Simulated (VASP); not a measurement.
Band structure of TeO2 (relaxed from the CdI2 structure, space group P-3m1). Method: r2SCAN meta-GGA, VASP's PBE PAW potentials (set 64) (plane waves; VASP).

Unless said otherwise, spin-orbit coupling is left out, though it shifts the bands of the heavy elements here.

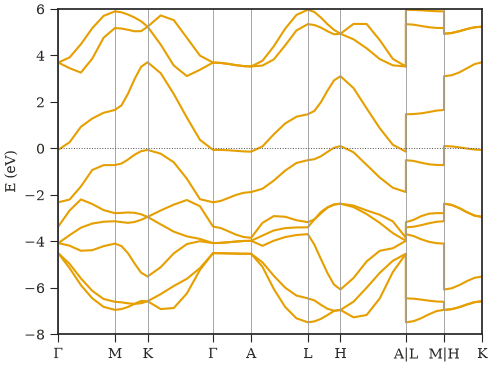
*Bands along high-symmetry lines, zero at the valence-band maximum or, without a gap, the Fermi level*

Question: Read the plot: is there a gap, and where are the band edges?

Answer: It has no gap at this level: it comes out as a metal or semimetal.

The structure was generated: TeO2 was put into the CdI2 type (P-3m1), which need not be its known phase. It was relaxed first, which changed the volume by +10 %.
